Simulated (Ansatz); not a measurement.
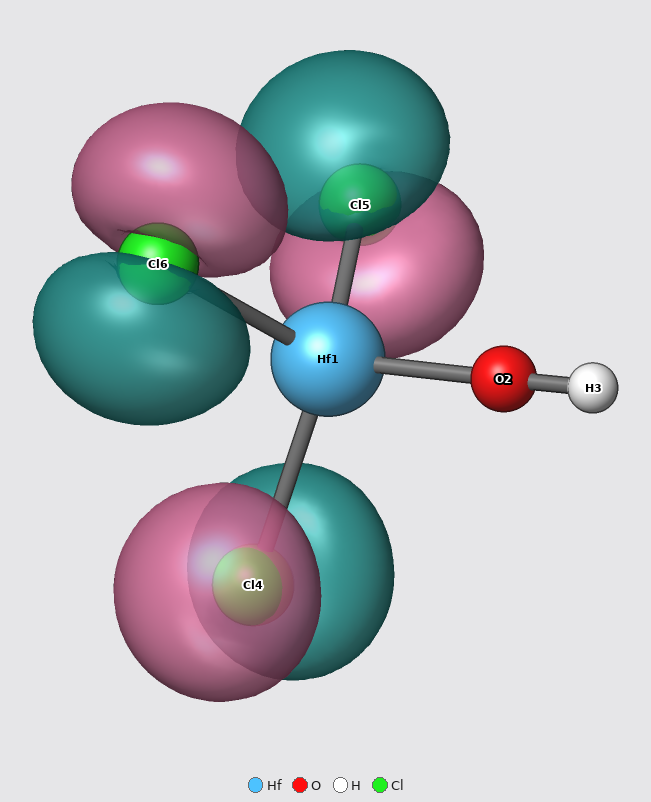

Figure 1: Cl$_{3}$HHfO. One frontier orbital at ±0.1 Å⁻³ᐟ² (teal and pink are the two phases), seen at an oblique angle.

Core potentials replace the inner electrons of Hf.

Level of theory: RKS CAM-B3LYP/def2-SVP in Ansatz 0.2.0.

The calculation's input:

```
crystal:
  periodic: [false, false, false]
  atoms:
    - { symbol: Hf, position_ang: [0.0, 0.0, 0.0] }
    - { symbol: O, position_ang: [0.0, 0.0, 2.07] }
    - { symbol: H, position_ang: [-0.9095, -0.2814, 2.4071] }
    - { symbol: Cl, position_ang: [2.3764, 0.0, -0.8392] }
    - { symbol: Cl, position_ang: [-1.1869, 2.0563, -0.8392] }
    - { symbol: Cl, position_ang: [-1.1869, -2.0563, -0.8392] }
basis:
  gaussian: { orbitals: def2-SVP }
hamiltonian:
  xc: cam_b3lyp
relax:
  f_tol: 0.02
  max_steps: 40
output:
  orbitals: {}
```

Command:

```sh
ansatz run input.yaml --threads 2 --pin off --max-ram 3072MiB --backend cpu --events-out ev --progress --plain --runs-dir out
```

The fields are those of the run's last geometry, not of the input's.

Question: Which orbital is it: HOMO or LUMO?

Answer: The HOMO, at −10.52 eV. It lies mainly on Cl4 (about 30 %), Cl5 (about 30 %) and Cl6 (about 30 %); largely a combination of lone pairs on Cl4, Cl5 and Cl6.
